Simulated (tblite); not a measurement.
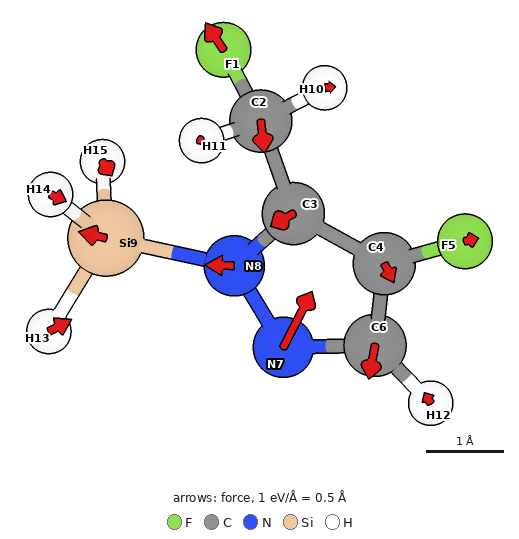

Starting geometry of C$_{4}$H$_{6}$F$_{2}$N$_{2}$Si with the computed forces as red arrows. Style: ball-and-stick. Shown from a free direction.

Computed with tblite 0.8.0, GFN2-xTB geometry optimisation, gas phase. 

> What follows when this structure is relaxed?

It isn't relaxed: the largest force vector, on N7, is 2.21 eV/Å. The final displacements have little in common with the starting forces (cosine between the two patterns 0.17). H13 moves most after the best rigid fit: 0.39 Å. By element the largest moves are H 0.39 Å, F 0.28 Å, N 0.13 Å, C 0.10 Å, Si 0.05 Å. Near-neighbour distances that change, for instance: Si9–H13 1.493 → 1.454 Å, Si9–H15 1.495 → 1.458 Å, F1–C2 1.342 → 1.377 Å, Si9–H14 1.491 → 1.462 Å. Bond angles that change, for instance: N8–Si9–H13 112.2° → 101.9°, H13–Si9–H14 106.6° → 113.7°, H13–Si9–H15 109.3° → 114.7°. The energy falls by 5.32 kcal/mol in 78 geometry steps.
